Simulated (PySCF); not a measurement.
Potential energy curve for SMILES [SiH3]Br (H3BrSi). The Si1–Br5 bond (Si1 also carries H, H, H; Br5 carries nothing else) is varied alone, starting from the PBE0/def2-TZVP optimised geometry.

Methods: UKS-r2SCAN = PySCF 2.14.0 with unrestricted r2SCAN/cc-pVDZ; RKS-BLYP = restricted BLYP/cc-pVDZ (PySCF); UKS-PBE0 = unrestricted PBE0/cc-pVDZ in PySCF.

Magnitude of the dipole moment (D; its direction can reverse along the curve, and a method can change to another solution) and Mulliken charge of the fragment that holds Si1:

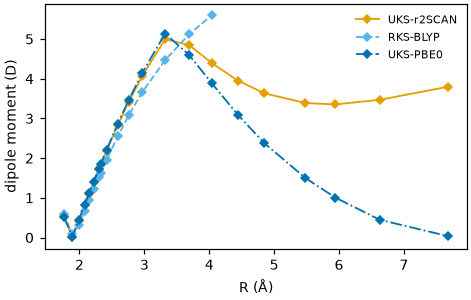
Dipole moment against bond length.

```csv
R / Å,μ UKS-r2SCAN,q UKS-r2SCAN,μ RKS-BLYP,q RKS-BLYP,μ UKS-PBE0,q UKS-PBE0
1.76,0.54,-0.04,0.60,-0.08,0.53,-0.06
1.89,0.00,0.05,0.08,0.00,0.02,0.03
1.99,0.43,0.11,0.32,0.06,0.44,0.09
2.08,0.81,0.15,0.67,0.11,0.83,0.15
2.15,1.10,0.19,0.95,0.15,1.12,0.18
2.22,1.39,0.21,1.22,0.18,1.41,0.21
2.30,1.72,0.24,1.52,0.20,1.74,0.24
2.33,1.84,0.25,1.64,0.21,1.86,0.25
2.42,2.19,0.27,1.96,0.24,2.22,0.27
2.59,2.83,0.30,2.55,0.27,2.86,0.30
2.76,3.42,0.32,3.08,0.29,3.47,0.32
2.97,4.08,0.33,3.67,0.30,4.16,0.34
3.32,4.99,0.34,4.47,0.30,5.14,0.35
3.69,4.85,0.29,5.12,0.30,4.60,0.27
4.04,4.40,0.24,5.60,0.30,3.89,0.21
4.44,3.95,0.20,—,—,3.09,0.15
4.85,3.63,0.17,—,—,2.38,0.11
5.48,3.39,0.14,—,—,1.50,0.06
5.94,3.35,0.13,—,—,1.01,0.04
6.63,3.47,0.12,—,—,0.45,0.02
7.68,3.80,0.11,—,—,0.04,0.00
```

Dashes: no converged value, or the column stops at the first point that the program doubted or that broke a chosen test of continuity, which isn't proof of a fault.

The unrestricted determinant behind UKS-r2SCAN is spin-contaminated at 3.69 to 7.68 Å (<S²> up to 0.9, against 0.00 for a pure singlet). At the longest distance UKS-r2SCAN leaves fractional charges on the fragments, a sign of delocalisation error or of the restricted form. The restricted form behind RKS-BLYP keeps the bonding electrons paired and can't separate into open-shell fragments. The unrestricted determinant behind UKS-PBE0 is spin-contaminated at 3.69 to 7.68 Å (<S²> up to 1.0, against 0.00 for a pure singlet).
